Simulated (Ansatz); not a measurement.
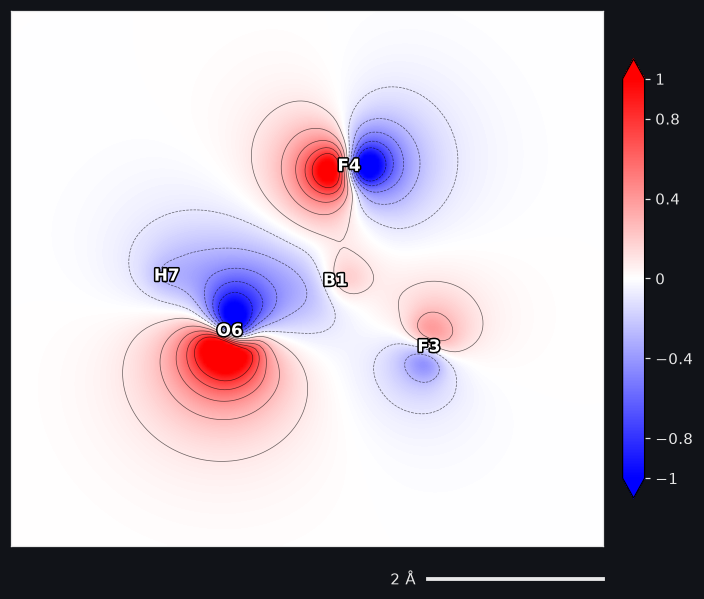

*BF2HO···H2. The HOMO−1 on the plane of atoms F4, B1 and O6 (values in Å⁻³ᐟ²; the overall sign is arbitrary).*

The product side of a reaction path; geometry: PBE0-D4/def2-TZVP.

Theory: RKS PBE0-D4/def2-TZVPP (Ansatz 0.2.0).

Input file:

```
crystal:
  periodic: [false, false, false]
  atoms:
    - {symbol: B, position_ang: [-0.523063, -0.450368, 0.538626]}
    - {symbol: H, position_ang: [0.549573, 0.570226, -2.029566]}
    - {symbol: F, position_ang: [-0.504922, -1.701582, 0.127990]}
    - {symbol: F, position_ang: [-1.517734, 0.330480, 0.133704]}
    - {symbol: H, position_ang: [1.194181, 0.343924, -1.727307]}
    - {symbol: O, position_ang: [0.449727, -0.008120, 1.356503]}
    - {symbol: H, position_ang: [0.352438, 0.915438, 1.599950]}
basis:
  gaussian: {orbitals: def2-TZVPP}
hamiltonian: {xc: pbe0, dispersion: d4}
output: {orbitals: {seedname: orbitals}}
```

Run with:

```sh
ansatz run in.yaml --threads 2 --pin off --events-out ev --progress --plain --max-ram 4352MiB
```

**Where does this orbital lie, and at what energy?**

By Hirshfeld shares it lies mainly on O6 (about 60 %), F4 (about 30 %) and B1 (about 5 %). Its energy is −11.26 eV.
